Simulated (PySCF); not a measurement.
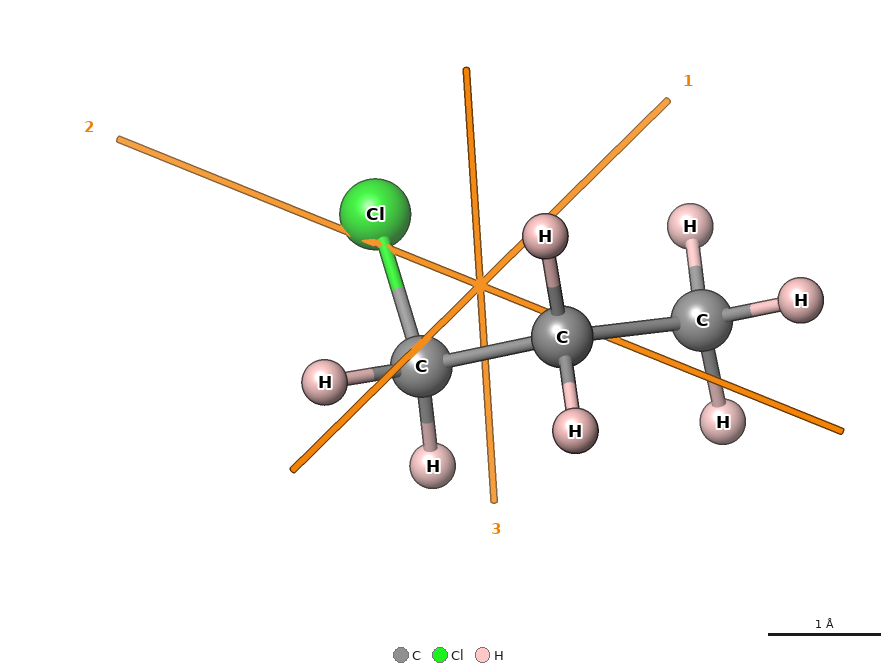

The three principal axes of inertia are drawn and numbered. Distant atoms are faded towards the background colour. The computed structure is the end point of a PBE0-D3(BJ)/def2-SVP optimisation. No frequency run is at hand to confirm it as a minimum. Masses are those of the most abundant isotopes; constants are for the rigid equilibrium geometry.

### Which line is the a axis (least moment of inertia), which b and which c?

a is line 2, b is line 1, c is line 3; the moments are 42.7, 151, 177 u Å².

### What kind of rotor is it, and what are its rotational constants in GHz?

An asymmetric top (C1): A = 11.8, B = 3.34, C = 2.86 GHz. Ray's parameter κ is −0.89, close to the prolate limit.
